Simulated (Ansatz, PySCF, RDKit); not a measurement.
N2 (SMILES N#N) and CH4O (SMILES CO) are pulled apart as rigid monomers along the line of their centres of mass, from the B3LYP-D3(BJ)/def2-TZVP minimum. Starting geometry (charge 0, multiplicity 1):
```json
[
 {"atom": "N", "x (Å)": "0.3202", "y (Å)": "0.4534", "z (Å)": "-0.1787"},
 {"atom": "N", "x (Å)": "-0.0261", "y (Å)": "0.6827", "z (Å)": "0.8294"},
 {"atom": "C", "x (Å)": "0.1895", "y (Å)": "-0.3285", "z (Å)": "4.3153"},
 {"atom": "O", "x (Å)": "-1.0590", "y (Å)": "0.1527", "z (Å)": "3.8430"},
 {"atom": "H", "x (Å)": "0.6734", "y (Å)": "-0.9992", "z (Å)": "3.5958"},
 {"atom": "H", "x (Å)": "-0.0101", "y (Å)": "-0.8917", "z (Å)": "5.2260"},
 {"atom": "H", "x (Å)": "0.8823", "y (Å)": "0.4854", "z (Å)": "4.5580"},
 {"atom": "H", "x (Å)": "-0.9084", "y (Å)": "0.6325", "z (Å)": "3.0227"}
]
```

Interaction energies with rigid monomers; basis-set methods are counterpoise corrected unless marked otherwise.

Rows in 3-21G carry no dispersion term and start afresh at each structure.

Run with Ansatz (an electronic-structure program); PySCF for 3-21G rows, the dispersion terms; RDKit for the force fields. 

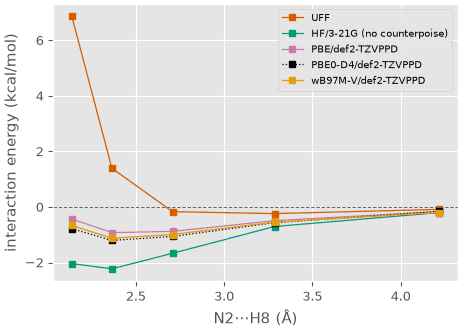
Interaction energy against separation

Problem. Which level binds most strongly at N2···H8 = 2.36, and by how much?

Solution. HF/3-21G (no counterpoise), -2.2 kcal/mol.
